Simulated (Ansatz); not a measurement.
## Effect of C → Pb on TaC

Consider TaC in the rock salt structure (space group Fm-3m, No. 225; a = 4.476 Å).

Modification: full substitution C → Pb, then cell and atoms are relaxed.

Method: DFT with PBE, PAW potentials and a 420 eV plane-wave cutoff in Ansatz (a first-principles code), no spin-orbit coupling, earlier PAW set. Settings: 14×14×14 k-points, 0.05 eV Fermi–Dirac smearing, for the changed cell.

The volume per atom grows by 12.78 Å³ to 23.99 Å³ and the density shrinks by 0.858 g/cm³ to 13.44 g/cm³. The lattice parameter a increases by 1.292 Å (4.476 Å → 5.768 Å) and the space group is still Fm-3m (No. 225). The shortest interatomic distance grows by 0.646 Å to 2.884 Å and the band gap is still zero.

Final structure:

```xyz
2
Lattice="0.0000 2.8839 2.8839 2.8839 0.0000 2.8839 2.8839 2.8839 0.0000" Properties=species:S:1:pos:R:3 pbc="T T T"
Pb     0.0000     0.0000     0.0000
Ta     2.8839     2.8839     2.8839
```

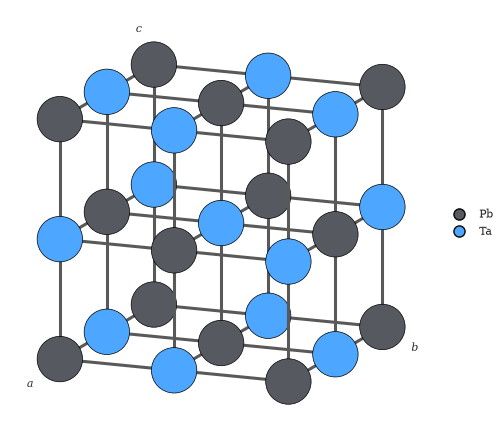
*The relaxed conventional cell after the change*

Cost of the whole job for the changed cell (relaxation, final SCF and bands): roughly 40 core-seconds.

Whether these cells are dynamically stable was not tested. As relaxed here, TaPb is a hypothetical phase, not in the database extracts checked. The final runs are not spin-polarised. An odd electron count without spin: TaPb and TaC. TaPb has a high density of states at the Fermi level and may be magnetic at this level.
